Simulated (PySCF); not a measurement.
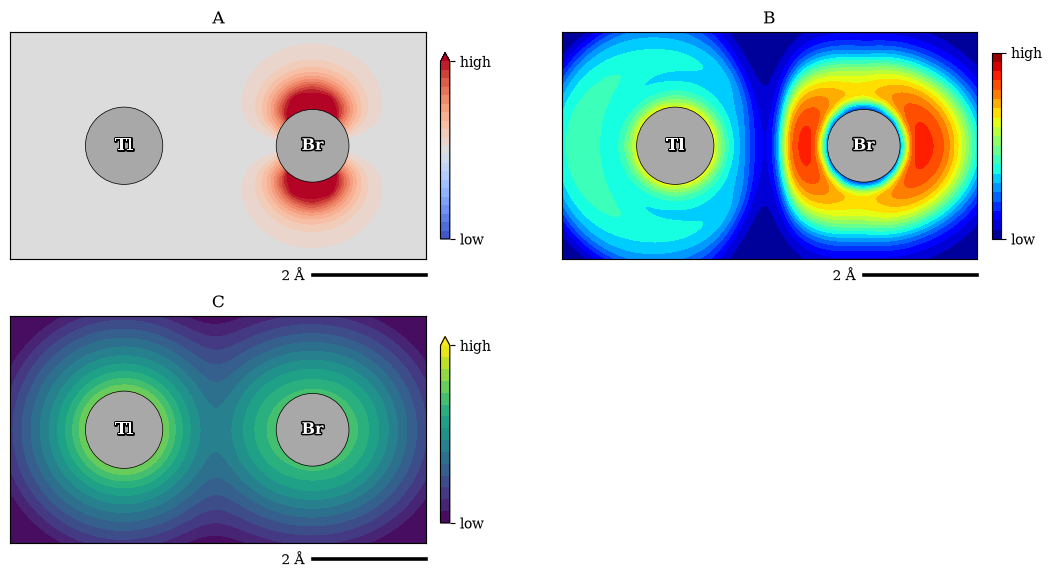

TlBr (charge +1, doublet): 3 fields on a plane that holds the molecular axis, with unlabelled colour scales. Grey discs cover the atomic cores.

Core potentials replace the inner electrons of Tl.

Method: PySCF, PBE0/cc-pVDZ(-PP), non-relativistic Hamiltonian with scalar-relativistic core potentials where named, at a bond length of 3.324 Å.

Which field does each panel show? The fields are: electron density, electron localisation function and spin density.

Panel A: spin density (confined to the atoms that carry the unpaired spin). Panel B: electron localisation function. Panel C: electron density. From the grid: Tl–Br (3.32 Å): the density is about 0.11 e/Å³ at the midpoint; the ELF peaks at about 0.85 in the valence shell of Br, 1.0 Å from its nucleus, and drops to about 0.10 between the two atoms.
